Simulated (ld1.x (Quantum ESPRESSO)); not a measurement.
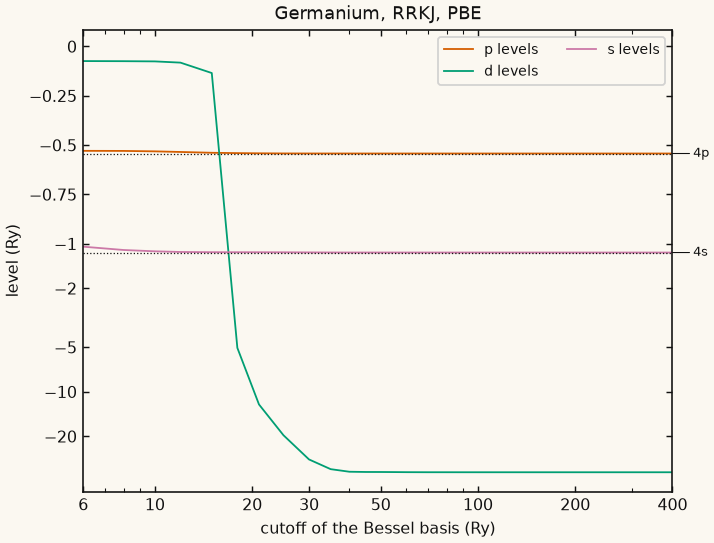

The pseudo-atom Hamiltonian at the reference potential is diagonalised in spherical Bessel functions (20 bohr box) up to the cutoff. Curves: the lowest levels of each channel that holds a bound state. Dotted lines: the all-electron valence levels.

Germanium (Ge), norm-conserving RRKJ (Kleinman–Bylander form), made with ld1.x (Quantum ESPRESSO) 7.5 (PBE, scalar-relativistic). Core [Ar] 3d10, reference 4s2 4p1.5 (charge +0.5). Waves: 4p (bound): rc 1.70 bohr; 4d channel at 0.3 Ry: rc 2.00 bohr; 4s (bound): rc 1.90 bohr. Local part: the s channel. Core correction: Bessel-smoothed model core inside 1.35 bohr.

Question: Does every curve settle on an all-electron level?

Answer: Ghost state below the valence levels: d at -476.2 eV. A ghost is a curve that settles on no dotted line: a bound state with no counterpart among the valence levels. In Ry: d -35.00.

Question: Does the ghost need a high cutoff to show?

Answer: The lowest d curve lies clearly below zero from about 12 Ry on and ends at -35.00 Ry.

Question: Read the all-electron valence levels.

Answer: 4p: -0.54 Ry; 4s: -1.15 Ry.
